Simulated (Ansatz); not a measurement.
# CH4OSSi: energies of removing a hydrogen

A script is to give energies of removing a hydrogen; the system is CH4OSSi. SMILES: SC1O[SiH2]1.

Computed with the Python package of Ansatz 0.2.0. Level of theory: PBE/cc-pVDZ.

## 1. The structure

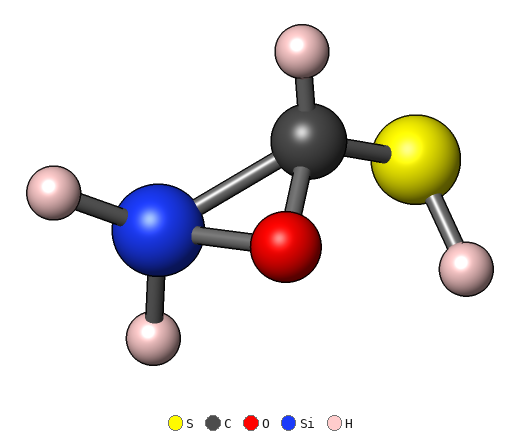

The structure that the script starts from, seen from a chosen angle (sulfur yellow, carbon dark grey, oxygen red, silicon blue, hydrogen pink).

No structure file is read: the coordinates are typed or built in the script.

## 2. Script

ch4ossi_bde.py reads:

```python
# -*- coding: utf-8 -*-
"""Cost of removing each kind of hydrogen from CH4OSSi, fragments frozen."""

import logging
import sys

import ansatz

logging.basicConfig(stream=sys.stdout, format="%(name)s: %(message)s")
log = logging.getLogger("ch4ossi")
log.setLevel(logging.INFO)

SETTINGS = {
    "basis": "cc-pVDZ",
    "functional": "pbe",
}


def total_energy(molecule, charge=0, unpaired=0):
    calc = (
        molecule.calculation()
        .basis(gaussian=SETTINGS["basis"])  # the orbital basis, by name
        .functional(SETTINGS["functional"])
    )
    if charge:
        calc = calc.charge(charge)
    if unpaired:
        calc = calc.spin("collinear", total=unpaired)
    return calc.run(threads=1).report["free_energy_ev"]

def without(molecule, index):
    rest = ansatz.Crystal.molecule()
    for i, site in enumerate(molecule.cartesian_sites):
        if i != index:
            rest = rest.atom(site.symbol, site.position_ang)
    return rest

geometry_ang = [
    ("S", (-1.9429, 0.228, 0.0081)),
    ("C", (-0.4089, 0.2118, 0.6662)),
    ("O", (0.567, 0.8889, -0.0927)),
    ("Si", (0.9817, -0.718, -0.2392)),
    ("H", (-1.7546, 1.2195, -0.9366)),
    ("H", (-0.3313, 0.2218, 1.7447)),
    ("H", (2.2089, -1.033, 0.4656)),
    ("H", (0.7723, -1.0762, -1.6718)),
]
mol = ansatz.Crystal.molecule()
for symbol, xyz in geometry_ang:
    mol = mol.atom(symbol, xyz)

whole = total_energy(mol, 0)
hydrogen = total_energy(ansatz.Crystal.molecule().atom("H", (0, 0, 0)), 0, 1)
log.info(f"E(molecule) = {whole:.5f} eV, E(H) = {hydrogen:.5f} eV")
for index in [4, 5, 7]:
    radical = total_energy(without(mol, index), 0, 1)
    log.info(f"H{index}: homolysis {96.485332 * (radical + hydrogen - whole):.1f} kJ/mol")
```

## 3. What the engine is handed

The engine receives this input (first run):

```yaml
crystal:
  periodic: [false, false, false]
  atoms:
    - { symbol: S, position_ang: [-1.9429, 0.228, 0.0081] }
    - { symbol: C, position_ang: [-0.4089, 0.2118, 0.6662] }
    - { symbol: O, position_ang: [0.567, 0.8889, -0.0927] }
    - { symbol: Si, position_ang: [0.9817, -0.718, -0.2392] }
    - { symbol: H, position_ang: [-1.7546, 1.2195, -0.9366] }
    - { symbol: H, position_ang: [-0.3313, 0.2218, 1.7447] }
    - { symbol: H, position_ang: [2.2089, -1.033, 0.4656] }
    - { symbol: H, position_ang: [0.7723, -1.0762, -1.6718] }
basis:
  gaussian:
    orbitals: cc-pVDZ
hamiltonian:
  xc: pbe
```

## 4. Running it

Command:

```bash
$ python ch4ossi_bde.py
```

The program printed:

```text
ch4ossi: E(molecule) = -21848.23877 eV, E(H) = -13.56836 eV
ch4ossi: H4: homolysis 291.4 kJ/mol
ch4ossi: H5: homolysis 376.9 kJ/mol
ch4ossi: H7: homolysis 361.4 kJ/mol
```

It took 18 s on 1 thread of Arm Neoverse V1, shared host; peak memory 0.2 GiB.

## 5. What changed from run to run

The engine's inputs for some of the other runs:

Run 2, against run 1:

```diff
@@ -4,8 +4 @@
-    - { symbol: S, position_ang: [-1.9429, 0.228, 0.0081] }
-    - { symbol: C, position_ang: [-0.4089, 0.2118, 0.6662] }
-    - { symbol: O, position_ang: [0.567, 0.8889, -0.0927] }
-    - { symbol: Si, position_ang: [0.9817, -0.718, -0.2392] }
-    - { symbol: H, position_ang: [-1.7546, 1.2195, -0.9366] }
-    - { symbol: H, position_ang: [-0.3313, 0.2218, 1.7447] }
-    - { symbol: H, position_ang: [2.2089, -1.033, 0.4656] }
-    - { symbol: H, position_ang: [0.7723, -1.0762, -1.6718] }
+    - { symbol: H, position_ang: [0.0, 0.0, 0.0] }
@@ -16,0 +10,3 @@
+magnetization:
+  spin_polarized: true
+  initial_magnetization: 1.0
```

Run 4, against run 1:

```diff
@@ -9 +8,0 @@
-    - { symbol: H, position_ang: [-0.3313, 0.2218, 1.7447] }
@@ -16,0 +16,3 @@
+magnetization:
+  spin_polarized: true
+  initial_magnetization: 1.0
```

Run 5, against run 1:

```diff
@@ -11 +10,0 @@
-    - { symbol: H, position_ang: [0.7723, -1.0762, -1.6718] }
@@ -16,0 +16,3 @@
+magnetization:
+  spin_polarized: true
+  initial_magnetization: 1.0
```

## 6. What the script built

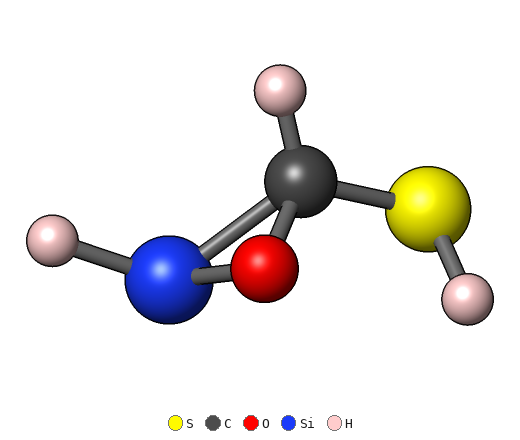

The system of run 5 as the script built it (7 atoms; sulfur yellow, carbon dark grey, oxygen red, silicon blue, hydrogen pink).

## 7. What each run gave

One row for each of the 5 runs:

```
run   system  unpaired or total moment  energy (eV)  <S²>  SCF cycles  CPU time (s)
  1  CH4OSSi                   not set  -21848.2388  0.00          17           2.2
  2        H                         1     -13.5684  0.75           6          0.04
  3  CH3OSSi                         1  -21831.6502  0.75          29           5.3
  4  CH3OSSi                         1  -21830.7646  0.75          19           3.6
  5  CH3OSSi                         1  -21830.9245  0.75          32           5.8
```

Totals carry meaning only in balanced differences at one level of theory.

## 8. Results

| quantity | value |
| --- | --- |
| weakest bond to hydrogen among those tried (homolysis) | H4 (counted from 0), 291.4 kJ/mol |
| runs compared | 5 |

What this shows: Atoms are numbered as in the script, from 0. The fragments aren't relaxed and zero-point energy is left out, so these aren't bond dissociation enthalpies. All 5 runs converged, in 6 to 32 cycles. The geometry is a force-field or estimated start, not a minimum of this method, and the basis set is short of its limit. All parts are taken at fixed geometry, without zero-point energy.
